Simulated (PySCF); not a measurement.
## Electronic structure of C$_{5}$H$_{11}$GaO in real space

```yaml
atoms:
  - { symbol: C, position_ang: [-1.8624, 0.6193, -2.0083] }
  - { symbol: C, position_ang: [-2.0141, 0.2417, -0.7504] }
  - { symbol: Ga, position_ang: [-2.8489, -0.3223, 0.9521] }
  - { symbol: O, position_ang: [-0.9349, -0.0314, 0.1408] }
  - { symbol: C, position_ang: [0.4138, 0.1039, -0.2912] }
  - { symbol: C, position_ang: [1.3261, -0.2466, 0.8772] }
  - { symbol: C, position_ang: [2.7961, -0.1492, 0.4910] }
  - { symbol: H, position_ang: [-2.7350, 0.8017, -2.6120] }
  - { symbol: H, position_ang: [-0.9075, 0.7626, -2.4944] }
  - { symbol: H, position_ang: [-3.0141, 0.7035, 2.1127] }
  - { symbol: H, position_ang: [-3.1001, -1.8373, 1.2234] }
  - { symbol: H, position_ang: [0.5956, -0.5729, -1.1355] }
  - { symbol: H, position_ang: [0.5869, 1.1375, -0.6167] }
  - { symbol: H, position_ang: [1.0904, -1.2613, 1.2082] }
  - { symbol: H, position_ang: [1.1071, 0.4331, 1.7044] }
  - { symbol: H, position_ang: [3.0288, -0.8477, -0.3096] }
  - { symbol: H, position_ang: [3.0375, 0.8558, 0.1523] }
  - { symbol: H, position_ang: [3.4260, -0.3840, 1.3445] }
```

Geometry: GFN2-xTB.

Level of theory: PySCF 2.14.0, wB97X-D/def2-SVPD, SCF density, gas phase.

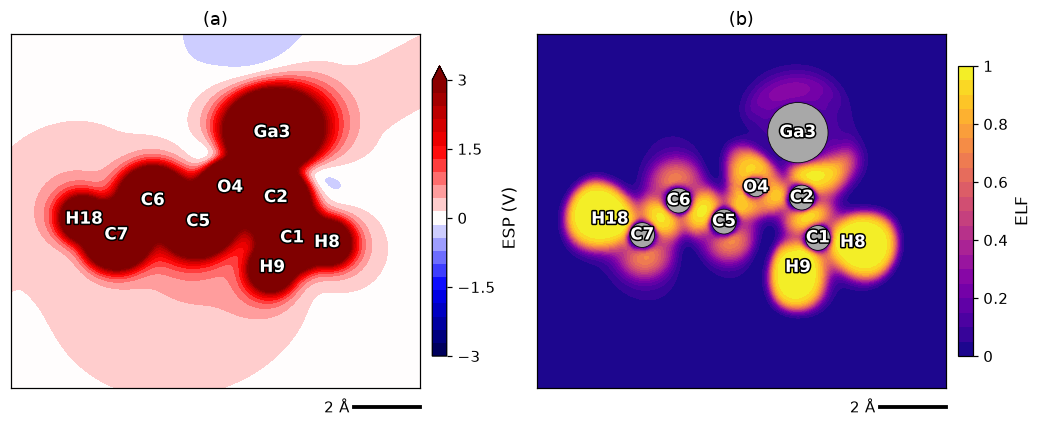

Figure 1. (a) electrostatic potential; (b) ELF on the plane of atoms Ga3, C2 and O4. Grey discs cover the atomic cores in the ELF map.

### Interpret the plot.

The section cuts through C, Ga, O and H sites.
C–C (1.32 Å): the ELF peaks at about 0.95 between the atoms: a multiple bond.
C–O (1.42 Å): the ELF peaks at about 0.90 between the atoms (a polar covalent bond).
C–Ga (1.98 Å): the ELF peaks at about 0.90 in the valence shell of C, 0.7 Å from its nucleus, and is about 0.50 at the midpoint.
Ga–O (2.10 Å): the ELF is about 0.10 at the midpoint.
C–H (1.08 Å): the ELF climbs to about 1 towards the hydrogen, as it does in any bond to H; an ordinary covalent bond to hydrogen.
The potential has no marked negative region in this plane.

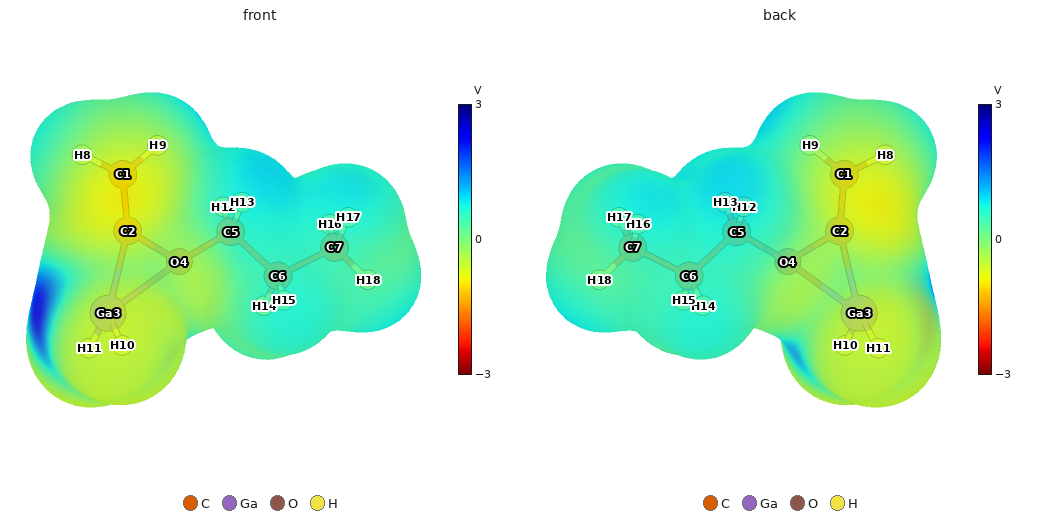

Figure 2. The electrostatic potential painted on the density surface at 0.002 e/bohr³, seen from the front and from behind; red is negative and blue positive.

### Describe the electrostatic potential map.

The most negative region (about −0.9 V) lies over the π face of C1 and C2, the most positive (about +2.2 V) over Ga3.
